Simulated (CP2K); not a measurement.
# Si2H3Cl3 (SMILES Cl[SiH2][SiH](Cl)Cl): GFN2-xTB

Aim: the vertical electron affinity of Si2H3Cl3 at GFN2-xTB, from 2 runs. 

The results are computed with CP2K 2026.2.

2 further runs of the same task are left out: 1 that didn't finish, 1 set aside as unsound or not needed.

## Step 1: The structure to begin with

The species is Si2H3Cl3 (8 atoms), meant as a singlet with charge 0. As SMILES, `Cl[SiH2][SiH](Cl)Cl`. The shape is that of a PBE0-D4/def2-TZVP optimisation. This is one conformer, not always the lowest.

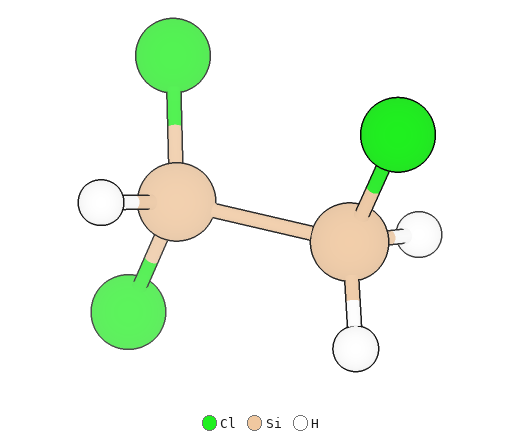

The structure, seen from a chosen angle (chlorine green, silicon light orange, hydrogen white).

## Step 2: The energy at GFN2-xTB

The input, molecule.inp:

```
&GLOBAL
    PROJECT_NAME molecule
    RUN_TYPE ENERGY
    PRINT_LEVEL MEDIUM
&END GLOBAL

&FORCE_EVAL
    METHOD QUICKSTEP
    &DFT
        &QS
            METHOD XTB
            EPS_DEFAULT 1.0E-10
            &XTB
                GFN_TYPE TBLITE
                &TBLITE
                    METHOD GFN2
                &END TBLITE
                CHECK_ATOMIC_CHARGES F
            &END XTB
        &END QS
        &POISSON
            PERIODIC NONE
            POISSON_SOLVER ANALYTIC
        &END POISSON
        &SCF
            SCF_GUESS ATOMIC
            EPS_SCF 1.0E-06
            MAX_SCF 150
            ADDED_MOS 8
            &DIAGONALIZATION
                ALGORITHM STANDARD
            &END DIAGONALIZATION
            &MIXING
                METHOD DIRECT_P_MIXING
                ALPHA 0.4
            &END MIXING
            &SMEAR ON
                METHOD FERMI_DIRAC
                ELECTRONIC_TEMPERATURE [K] 300
            &END SMEAR
        &END SCF
        &PRINT
            &MOMENTS
                PERIODIC F
                REFERENCE COM
                MAX_MOMENT 1
            &END MOMENTS
            &MO ON
                ENERGIES T
                OCCUPATION_NUMBERS T
                NDIGITS 6
                &EACH
                    QS_SCF 0
                &END EACH
                ADD_LAST NUMERIC
            &END MO
            &HIRSHFELD OFF
            &END HIRSHFELD
        &END PRINT
    &END DFT
    ! atoms, cell and kinds
    &SUBSYS
        ! box in angstrom
        &CELL
            ABC 18.8 19.7 21.2
            PERIODIC NONE
        &END CELL
        &COORD
            UNIT bohr
            Cl    -0.8668174     0.2426408     4.9314293
            Si    -0.1782012     1.7400598     1.4121923
            Si     0.4622270    -1.6013539    -1.4061452
            Cl    -2.7648583    -3.7237053    -1.6024878
            Cl     1.2409831    -0.0710537    -4.8826744
            H      2.1053439     3.3599330     1.5592130
            H     -2.3939051     3.2563761     0.6132161
            H      2.5692716    -3.3108002    -0.7301902
        &END COORD
        &TOPOLOGY
            &CENTER_COORDINATES
            &END CENTER_COORDINATES
        &END TOPOLOGY
    &END SUBSYS
&END FORCE_EVAL
```

The run is started by

```console
$ OMP_NUM_THREADS=1 cp2k.psmp -i molecule.inp -o molecule.out
```

Output:

```text
CP2K| version string:                                       CP2K version 2026.2
[...]
 GLOBAL| Method name                                                        CP2K
[...]
 GLOBAL| Run type                                                         ENERGY
[...]
                             - Atoms:                                          8
[...]
                             - Spherical basis functions:                     48
[...]
 Number of electrons:                                                         32
[...]
  *** SCF run converged in    23 steps ***
[...]
  Fermi energy:                                                -0.26951575166196
[...]
 TB_DIPOLE| Moment [Debye]          1.44476678       1.48115658       0.56746321
 TB_DIPOLE| Derivative [a.u.]       0.00000000       0.00000000       0.00000000
[...]
 ENERGY| Total FORCE_EVAL ( QS ) energy [hartree]            -18.769249399688942
[...]
```

Wall time 0.24 s (1 thread of Arm Neoverse V2, shared host).

## Step 3: The doublet anion at the same level

The input, job.inp:

```
&GLOBAL
  PROJECT_NAME job
  RUN_TYPE ENERGY
  PRINT_LEVEL MEDIUM
&END

&FORCE_EVAL
  METHOD QUICKSTEP
  &DFT
    CHARGE -1
    MULTIPLICITY 2
    SPIN_POLARIZED T
    &QS
      METHOD XTB
      EPS_DEFAULT 1.0E-10
      &XTB
        GFN_TYPE TBLITE
        &TBLITE
          METHOD GFN2
        &END
        CHECK_ATOMIC_CHARGES F
      &END
    &END
    &POISSON
      PERIODIC NONE
      POISSON_SOLVER ANALYTIC
    &END
    &SCF
      SCF_GUESS ATOMIC
      EPS_SCF 1.0E-06
      MAX_SCF 150
      ADDED_MOS 8
      &DIAGONALIZATION
        ALGORITHM STANDARD
      &END
      &MIXING
        METHOD DIRECT_P_MIXING
        ALPHA 0.4
      &END
      &SMEAR ON
        METHOD FERMI_DIRAC
        ELECTRONIC_TEMPERATURE [K] 300
      &END
    &END
    ! extra output
    &PRINT
      &MOMENTS
        PERIODIC F
        REFERENCE COM
        MAX_MOMENT 1
      &END
      &MO ON
        ENERGIES T
        OCCUPATION_NUMBERS T
        NDIGITS 6
        &EACH
          QS_SCF 0
        &END
        ADD_LAST NUMERIC
      &END
      &HIRSHFELD OFF
      &END
    &END
  &END
  &SUBSYS
    ! box in angstrom
    &CELL
      ABC 18.8 19.7 21.2
      PERIODIC NONE
    &END
    &COORD
      UNIT bohr
      Cl    -0.8668174     0.2426408     4.9314293
      Si    -0.1782012     1.7400598     1.4121923
      Si     0.4622270    -1.6013539    -1.4061452
      Cl    -2.7648583    -3.7237053    -1.6024878
      Cl     1.2409831    -0.0710537    -4.8826744
      H      2.1053439     3.3599330     1.5592130
      H     -2.3939051     3.2563761     0.6132161
      H      2.5692716    -3.3108002    -0.7301902
    &END
    &TOPOLOGY
      &CENTER_COORDINATES
      &END
    &END
  &END
&END
```

The run is started by

```console
$ OMP_NUM_THREADS=1 cp2k.psmp -i job.inp > job.out 2>&1
```

Output:

```text
CP2K| version string:                                       CP2K version 2026.2
[...]
 GLOBAL| Method name                                                        CP2K
[...]
 GLOBAL| Run type                                                         ENERGY
[...]
                             - Atoms:                                          8
[...]
                             - Spherical basis functions:                     48
[...]
 Number of electrons:                                                         17
[...]
  *** SCF run converged in    25 steps ***
[...]
  Fermi energy:                                                -0.04626181325340
[...]
 TB_DIPOLE| Moment [Debye]          0.84283322       0.36253459      -0.01119689
 TB_DIPOLE| Derivative [a.u.]       0.00000000       0.00000000       0.00000000
[...]
 ENERGY| Total FORCE_EVAL ( QS ) energy [hartree]            -18.913429120800043
[...]
```

Wall time 0.28 s (1 thread of Arm Neoverse V2, shared host).

## Step 4: Results

At GFN2-xTB:

| quantity | value |
| --- | --- |
| singlet Si2H3Cl3: total energy | -18.76925 Eh |
| singlet Si2H3Cl3: dipole moment (from atomic charges alone) | 2.15 D |
| singlet Si2H3Cl3: HOMO energy | -10.77 eV |
| singlet Si2H3Cl3: LUMO energy | -6.46 eV |
| singlet Si2H3Cl3: HOMO–LUMO gap | 4.31 eV |
| doublet anion: total energy | -18.91343 Eh |
| doublet anion: HOMO energy (highest over α and β) | -1.39 eV |
| doublet anion: LUMO energy (lowest over α and β) | -1.11 eV |
| vertical electron affinity (to the doublet anion) | 3.923 eV |

In words: At fixed nuclei the extra electron is bound by 3.92 eV (379 kJ/mol). A minimal valence basis can't be trusted even for the sign of an electron affinity. xTB total energies overstate such differences by several eV unless an empirical shift is taken off; none is applied here. The dipole (singlet Si2H3Cl3) comes from point charges on the atoms alone, without atomic dipoles, so it is partial.
